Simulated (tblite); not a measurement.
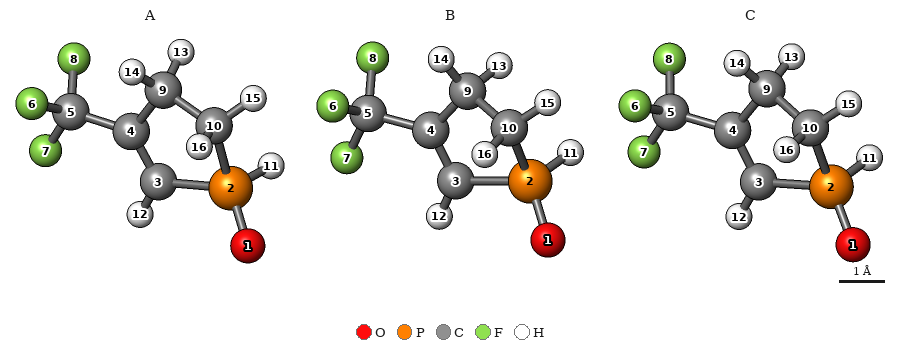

3 geometries from one relaxation of C5H6F3OP, in shuffled order. The picture is a ball-and-stick view, seen at a tilt.

All numbers below come from GFN2-xTB geometry optimisation, gas phase in tblite. 

> Order the frames from highest to lowest energy.

B, C, A. They are steps 0, 20, 53, at +15.3 kcal/mol, +0.79 kcal/mol relative to the last. The largest move after the best rigid fit is that of H13, 0.55 Å. By element the largest moves are H 0.55 Å, F 0.18 Å, O 0.17 Å, P 0.17 Å, C 0.16 Å. Among the contacts that change: C4–C9 1.453 → 1.504 Å, C9–H13 1.139 → 1.094 Å, C5–F8 1.384 → 1.346 Å, C5–F6 1.371 → 1.344 Å. Bond angles that change, for instance: P2–C10–C9 95.0° → 106.1°, C10–C9–H13 103.6° → 110.9°, F7–C5–F8 113.8° → 106.7°. Groups turn about C9–C10 by about 20°. The energy falls by 15.3 kcal/mol in 53 geometry steps.
